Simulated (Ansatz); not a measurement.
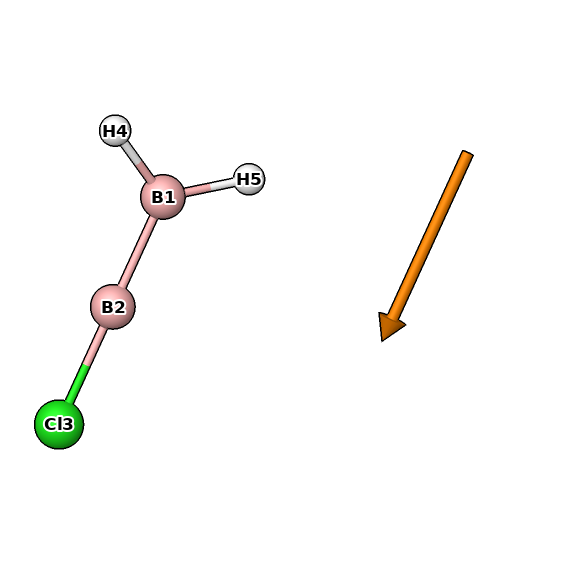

The arrow beside the molecule shows the direction of the dipole moment, from the negative to the positive end (its length means nothing). The species is neutral and a spin doublet. Computed geometry: PBE0-D4/def2-TZVP optimisation. No frequency run is at hand to confirm it as a minimum. Level of theory: UKS PBE0-D4/def2-TZVP (Ansatz 0.2.0).

Estimate the dipole moment.

1.89 D; it points from the side of H4, H5 to the side of Cl3 (the outermost atoms at the two ends).
